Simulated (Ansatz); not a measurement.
**Cl₃HO₂W (SMILES [O]=[W]([OH])([Cl])([Cl])[Cl]): density, localisation and related maps**

Input

```
crystal:
  periodic: [false, false, false]
  atoms:
    - {symbol: O, position_ang: [-1.884101, -0.145167, 0.385289]}
    - {symbol: W, position_ang: [-0.313098, 0.104904, -0.127214]}
    - {symbol: O, position_ang: [0.623357, -0.906254, 1.131455]}
    - {symbol: Cl, position_ang: [0.206845, -1.527338, -1.665785]}
    - {symbol: Cl, position_ang: [-0.640389, 1.478856, -1.938243]}
    - {symbol: Cl, position_ang: [0.500169, 1.978133, 0.937745]}
    - {symbol: H, position_ang: [1.568417, -1.051035, 1.231055]}
basis:
  gaussian: {orbitals: def2-TZVPP}
hamiltonian: {xc: pbe0, dispersion: d4}
output: {orbitals: {seedname: orbitals}}
```

Run with:

```sh
ansatz run in.yaml --threads 4 --pin off --events-out ev --progress --plain --max-ram 11315MiB
```

Geometry: PBE0-D4/def2-TZVP; core potentials replace the inner electrons of W.

These are results of RKS PBE0-D4/def2-TZVPP in Ansatz, not measurements.

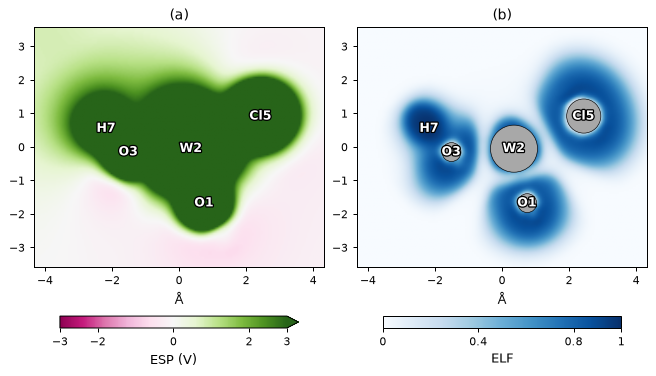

Figure 1. (a) electrostatic potential; (b) ELF on the plane of atoms O1, W2 and Cl5. Grey discs cover the atomic cores in the ELF map.

### Interpret the plot.

The section cuts through O, W, Cl and H sites.
W–O (1.67 Å): the ELF peaks at about 0.80 in the valence shell of O, 0.5 Å from its nucleus, and drops to about 0.40 between the two atoms.
W–Cl (2.30 Å): the ELF peaks at about 0.85 in the valence shell of Cl, 0.8 Å from its nucleus, and is about 0.45 at the midpoint.
O–H (0.96 Å): the ELF climbs to about 1 towards the hydrogen, as it does in any bond to H: an ordinary covalent bond to hydrogen.
W–O (1.87 Å): the ELF peaks at about 0.85 in the valence shell of O, 0.5 Å from its nucleus, and drops to about 0.25 between the two atoms.
Outside the dense part of the molecule the potential is most negative (−0.7 V) near O1.

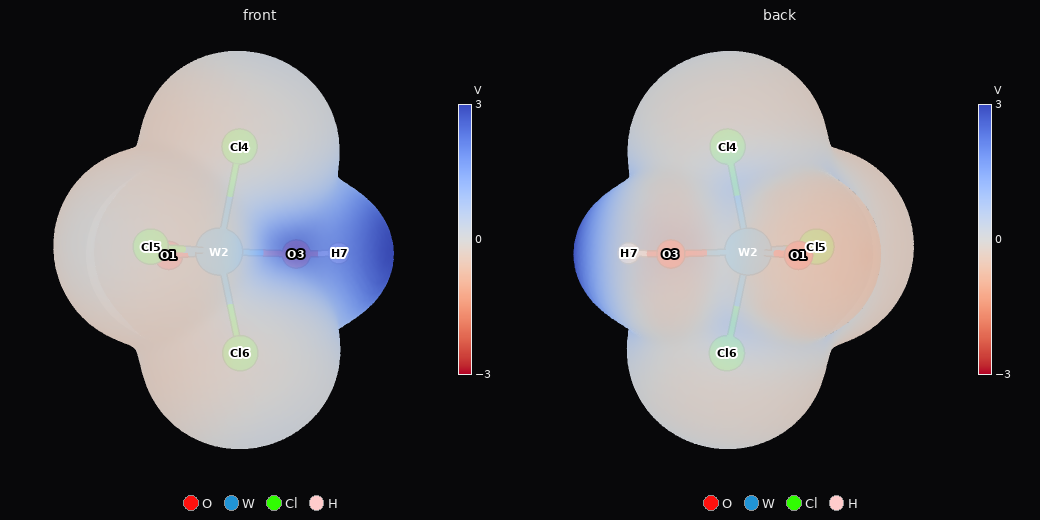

Figure 2. The molecular electrostatic potential painted on the density surface at 0.001 e/bohr³, seen from the front and from behind; red is negative and blue positive.

### Where is the surface potential most negative and most positive?

The most negative region (about −0.6 V, or −14 kcal/mol for a unit charge) lies over O1, the most positive (about +2.9 V, or +67 kcal/mol for a unit charge) over H7.

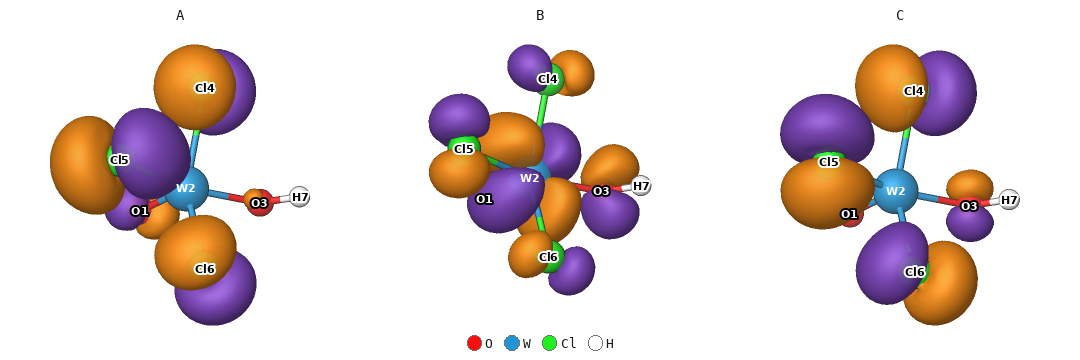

Figure 3. Three frontier orbitals at ±0.1 Å⁻³ᐟ² (orange and purple are the two phases), in no order.

### Order the three orbitals by energy and name them.

A is the HOMO−1 (−9.33 eV). Its weight (Hirshfeld) is mainly on Cl5 (about 45 %), Cl4 (about 25 %) and Cl6 (about 25 %); largely a combination of lone pairs on Cl5, Cl4 and Cl6. C is the HOMO (−8.79 eV). It lies mainly on Cl5 (about 40 %), Cl4 (about 25 %) and Cl6 (about 25 %); largely a combination of lone pairs on Cl5, Cl4 and Cl6. B is the LUMO (−4.15 eV). By Hirshfeld shares it lies mainly on W2 (about 60 %), O3 (about 10 %), Cl5 (about 10 %), Cl4 (about 5 %) and Cl6 (about 5 %).

### What is the HOMO–LUMO gap?

4.64 eV between the orbital energies.

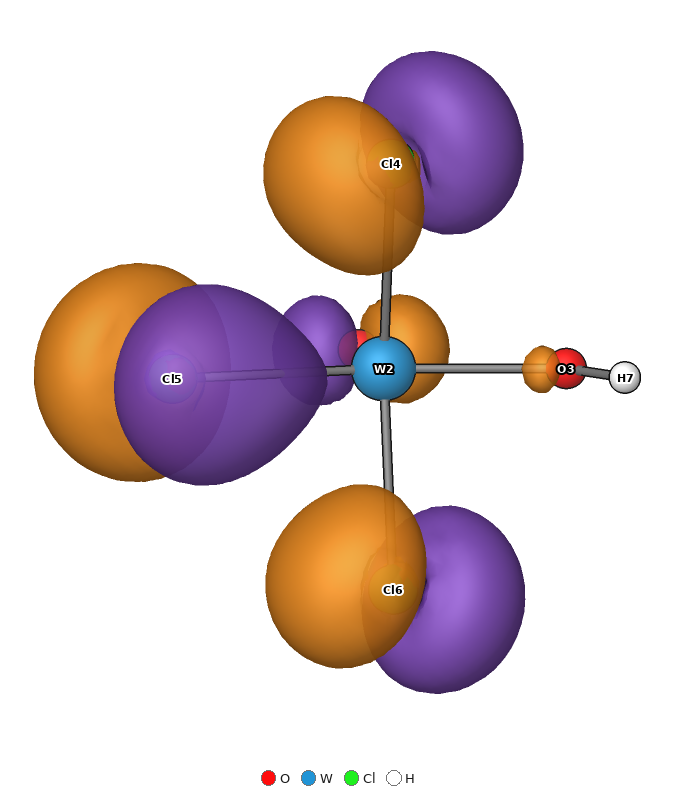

Figure 4. The HOMO−1 at ±0.1 Å⁻³ᐟ² (orange and purple are the two phases), seen across its widest extent.

### Describe this orbital and give its energy.

It lies mainly on Cl5 (about 45 %), Cl4 (about 25 %) and Cl6 (about 25 %); largely a combination of lone pairs on Cl5, Cl4 and Cl6. Its energy is −9.33 eV.
